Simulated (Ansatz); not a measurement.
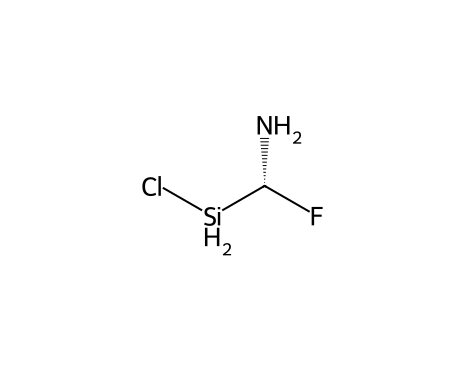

The drawing above gives the connectivity. Computed geometry: PBE-D4/def2-SVP optimisation. No frequency run is at hand to confirm it as a minimum.

Describe the 3D structure.

Formula CH5ClFNSi. Its SMILES string is `N[C@H](F)[SiH2]Cl`. It has no ring. Among its groups: primary amine, C–F bond, Si–H bond. This geometry has C1 symmetry. Coordination: 1 N trigonal pyramidal; 1 C tetrahedral; 1 Si tetrahedral.

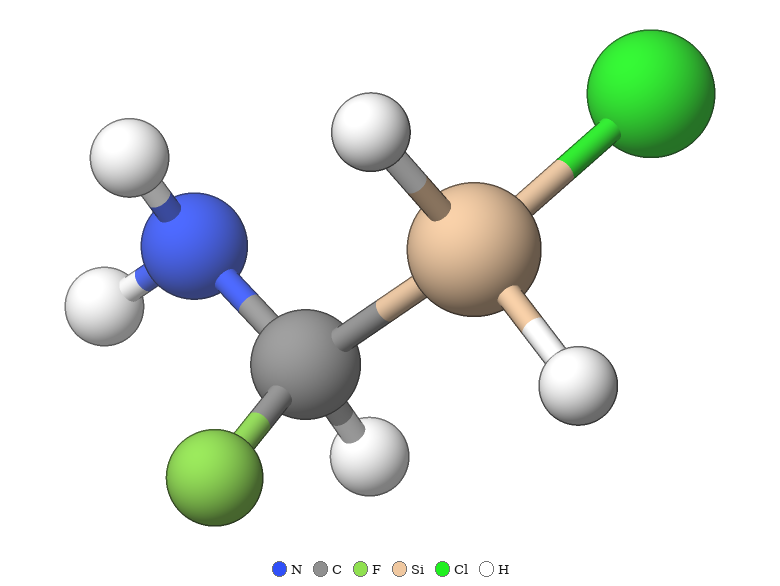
